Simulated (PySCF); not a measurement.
# C3H4AlF (SMILES C#[C][Al]([CH3])[F]): levels of theory compared

Aim: a comparison of 6 runs (CAM-B3LYP/cc-pVDZ, PBE/cc-pVDZ, SVWN5/cc-pVDZ, TPSS/cc-pVDZ, wB97M-V/cc-pVDZ, wB97X/cc-pVDZ) of C3H4AlF. The job is set up through a Python script.

The calculation is run with PySCF 2.14.0.

2 further runs of the same task are left out: 2 set aside as unsound or not needed.

**1. The system as given**

The species is C3H4AlF (9 atoms), meant as a singlet with charge 0. SMILES: `C#[C][Al]([CH3])[F]`. The C4–H8 distance was set to 1.969 Å, away from the relaxed value. At this shape a bond of the SMILES string is far longer than usual.

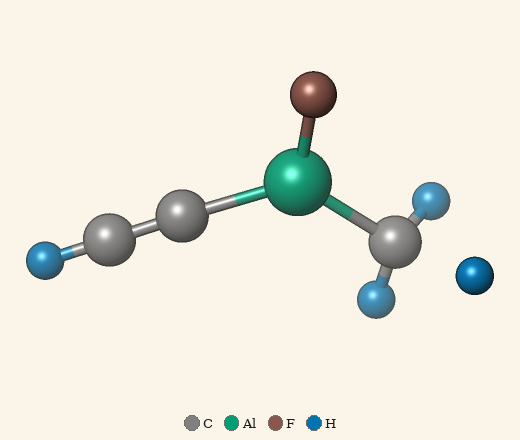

Viewed from a chosen angle; carbon grey, aluminium teal, fluorine brown, hydrogen blue.

**2. The energy at CAM-B3LYP/cc-pVDZ (run 1)**

Input file job.py:

```python
from pyscf import gto, dft

system = gto.M(
    atom='''
C       -0.375022       3.375962       0.118927
C       -0.284322       2.237362      -0.280273
Al      -0.183222       0.427762      -0.851873
C       -1.028222      -1.056138       0.048827
F        0.696378       0.145762      -2.218673
H       -0.450622       4.382262       0.465127
H       -1.749422      -1.550838      -0.608873
H        0.298900      -2.419800       0.555700
H       -1.554422      -0.740038       0.952027
''',
    verbose=3,
    max_memory=1860,
    spin=0,
    basis='cc-pvdz',
)

calc0 = dft.RKS(system)
calc0.xc = 'cam-b3lyp'
calc0.grids.level = 5
calc0.conv_tol = 1e-10
calc0.kernel()
if not calc0.converged:
    calc0 = calc0.newton().run(calc0.mo_coeff, calc0.mo_occ)

e_tot = calc0.e_tot
print('E = %.10f Eh' % e_tot)
```

Run with:

```bash
$ OMP_NUM_THREADS=1 python job.py
```

Output:

```text
converged SCF energy = -458.807098884046
E = -458.8070988840 Eh
```

It took 41 s on 1 thread of Intel Xeon at 2.70GHz, shared host; peak memory 0.48 GiB.

**3. A single-point energy at PBE/cc-pVDZ (run 2)**

Input file job.py:

```python
from pyscf import gto, dft

molecule = gto.M(
    atom='''
C   -0.375022   3.375962   0.118927
C   -0.284322   2.237362  -0.280273
Al  -0.183222   0.427762  -0.851873
C   -1.028222  -1.056138   0.048827
F    0.696378   0.145762  -2.218673
H   -0.450622   4.382262   0.465127
H   -1.749422  -1.550838  -0.608873
H    0.298900  -2.419800   0.555700
H   -1.554422  -0.740038   0.952027
''',
    basis='cc-pvdz',
    verbose=3,
    spin=0,
    max_memory=1860,
)

mf = dft.RKS(molecule)
mf.xc = 'pbe'
mf.grids.level = 5
mf.conv_tol = 1e-10
mf.kernel()
if not mf.converged:
    mf = mf.newton().run(mf.mo_coeff, mf.mo_occ)

e_final = mf.e_tot
print('E(%s) = %.9f' % ('PBE', e_final))
```

Run with:

```bash
$ OMP_NUM_THREADS=1 python job.py
```

Output:

```text
converged SCF energy = -458.510406237861
E(PBE) = -458.510406238
```

Run time: 30 s. Hardware: 1 thread of Intel Xeon at 2.70GHz, shared host; peak memory 0.48 GiB.

Runs 3 to 4 aren't shown in full; the table further down has their settings and results.

**4. A single-point energy at wB97M-V/cc-pVDZ (run 5)**

Input file job.py:

```python
from pyscf import gto, dft

mol = gto.M(
    atom='''
C     -0.708689     6.379644     0.224739
C     -0.537291     4.228001    -0.529639
Al    -0.346239     0.808353    -1.609807
C     -1.943058    -1.995812     0.092270
F      1.315964     0.275450    -4.192684
H     -0.851552     8.281275     0.878963
H     -3.305928    -2.930659    -1.150603
H      0.564839    -4.572759     1.050121
H     -2.937432    -1.398469     1.799070
''',
    max_memory=1860,
    charge=0,
    verbose=3,
    basis='cc-pvdz',
    unit='bohr',
)

ks = dft.RKS(mol, xc='wb97m-v')
ks.conv_tol = 1e-10
ks.grids.level = 5
ks.nlcgrids.level = 1
ks.kernel()
if not ks.converged:
    ks = ks.newton().run(ks.mo_coeff, ks.mo_occ)

energy = ks.e_tot
print('E(%s) = %.9f' % ('WB97M-V', energy))
```

Run with:

```bash
$ OMP_NUM_THREADS=1 python job.py
```

Output:

```text
converged SCF energy = -458.806927229687
E(WB97M-V) = -458.806927230
```

It took 2.2 min on 1 thread of Intel Xeon at 2.70GHz, shared host; peak memory 0.53 GiB.

**5. The energy at wB97X/cc-pVDZ (run 6)**

Changes to job.py since step 4:

```diff
@@ -14,13 +14,13 @@
 ''',
+    unit='bohr',
+    basis='cc-pvdz',
+    charge=0,
+    verbose=4,
     max_memory=1860,
-    charge=0,
-    verbose=3,
-    basis='cc-pvdz',
-    unit='bohr',
+    spin=0,
 )
 
-ks = dft.RKS(mol, xc='wb97m-v')
+ks = dft.RKS(mol, xc='wb97x')
+ks.grids.level = 5
 ks.conv_tol = 1e-10
-ks.grids.level = 5
-ks.nlcgrids.level = 1
 ks.kernel()
@@ -29,3 +29,3 @@
 
-energy = ks.e_tot
-print('E(%s) = %.9f' % ('WB97M-V', energy))
+e_tot = ks.e_tot
+print('E = %.10f Eh' % e_tot)
```

Run with:

```bash
$ OMP_NUM_THREADS=1 python job.py
```

Output:

```text
PySCF version 2.14.0

[... 80 lines left out ...]
converged SCF energy = -458.834392733953
E = -458.8343927340 Eh
```

Wall time 40 s (1 thread of Intel Xeon at 2.70GHz, shared host); peak memory 0.48 GiB.

**6. Overview of the runs**

```csv
run,level,nlc grid,energy (Eh),dipole moment (D),HOMO energy (eV),LUMO energy (eV),wall time
1,CAM-B3LYP/cc-pVDZ,–,-458.807099,2.38,-9.39,-1.29,41 s
2,PBE/cc-pVDZ,–,-458.510406,2.23,-6.98,-3.28,30 s
3,SVWN5/cc-pVDZ,–,-456.110151,2.22,-7.10,-3.37,16 s
4,TPSS/cc-pVDZ,–,-458.955937,2.31,-7.03,-3.15,47 s
5,wB97M-V/cc-pVDZ,1,-458.806927,2.34,-10.20,-0.44,2.2 min
6,wB97X/cc-pVDZ,–,-458.834393,2.39,-10.43,-0.29,40 s
```

**7. Summary of results**

```
            quantity          value
 run 6: total energy  -458.83439 Eh
run 6: dipole moment         2.39 D
  run 6: HOMO energy      -10.43 eV
  run 6: LUMO energy       -0.29 eV
run 6: HOMO–LUMO gap       10.13 eV
```

**Reading.** The dipole moment (its size) runs from 2.22 D (SVWN5/cc-pVDZ) to 2.39 D (wB97X/cc-pVDZ). The HOMO–LUMO gap runs from 3.69 eV (PBE/cc-pVDZ) to 10.13 eV (wB97X/cc-pVDZ). Totals of different functionals can't be ranked against each other. All runs together took 5.1 min, the longest 2.2 min.
